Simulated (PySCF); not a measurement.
C₄H₁₀BClSi, SMILES CB(C)/C=C/[SiH2]Cl, singlet at its GFN2-xTB optimised geometry (Å):

```
17

Si    -1.0435     2.7026     0.7776
Cl    -0.3719     3.8191     2.3278
C     -0.0378     1.1148     0.7306
C     -0.3398     0.0339     0.0000
B      0.4550    -1.3045     0.0000
C      2.0308    -1.3045     0.0000
C     -0.3388    -2.6681    -0.0008
H     -2.4652     2.4412     0.9988
H     -0.8559     3.4830    -0.4462
H      0.8455     1.0665     1.3594
H     -1.2449     0.0871    -0.5992
H      2.3781    -1.3226    -1.0341
H      2.4600    -2.1800     0.4822
H      2.4652    -0.4149     0.4501
H     -0.5156    -2.9698     1.0325
H     -1.3167    -2.6009    -0.4721
H      0.2111    -3.4830    -0.4665
```

Level of theory: PySCF with PBE0/def2-SVP. Cells within 0.4 Å of a nucleus heavier than hydrogen are left out (blank, or x).

Map of the Laplacian of the electron density (e/bohr⁵) on the plane z = 0.0 Å:

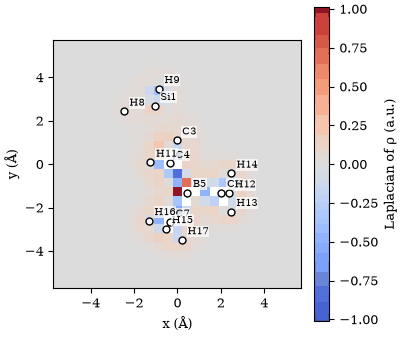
Laplacian of the electron density (e/bohr⁵) on the plane z = 0.0 Å.
